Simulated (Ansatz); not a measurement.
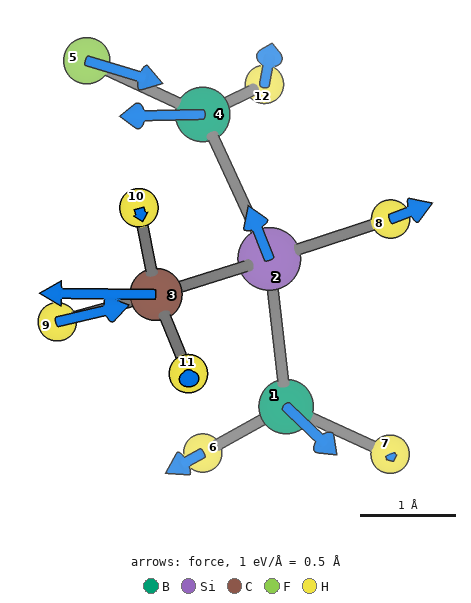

Starting geometry of CH7B2FSi (coarse preliminary run) with the computed forces as blue arrows. A ball-and-stick model, seen from a free direction.

The start comes from a force field.

These are results of RKS PBE-D4/def2-SVP (Ansatz 0.2.0), not measurements. Settings: force threshold 0.03 eV/Å; at most 200 steps.

Question: What follows when this structure is relaxed?

Answer: It isn't relaxed: the largest force vector, on C3, is 2.48 eV/Å. The final displacements have little in common with the starting forces (cosine between the two patterns 0.14). H7 moves most after the best rigid fit: 0.87 Å. Largest moves by element: H 0.87 Å, F 0.54 Å, C 0.18 Å, B 0.15 Å, Si 0.15 Å. Some distances before and after: B1–Si2 1.889 → 1.997 Å, C3–H9 1.176 → 1.109 Å, Si2–H8 1.460 → 1.512 Å, Si2–C3 1.851 → 1.901 Å. Bond angles that change, for instance: B1–Si2–B4 110.1° → 98.6°, B1–Si2–C3 107.9° → 116.6°, F5–B4–H12 124.1° → 116.6°. Groups turn about B1–Si2 by about 40°, Si2–B4 by about 20°. After 10 geometry steps the energy has fallen by 0.526 eV. The largest force component goes from 2 to 0.017 eV/Å.
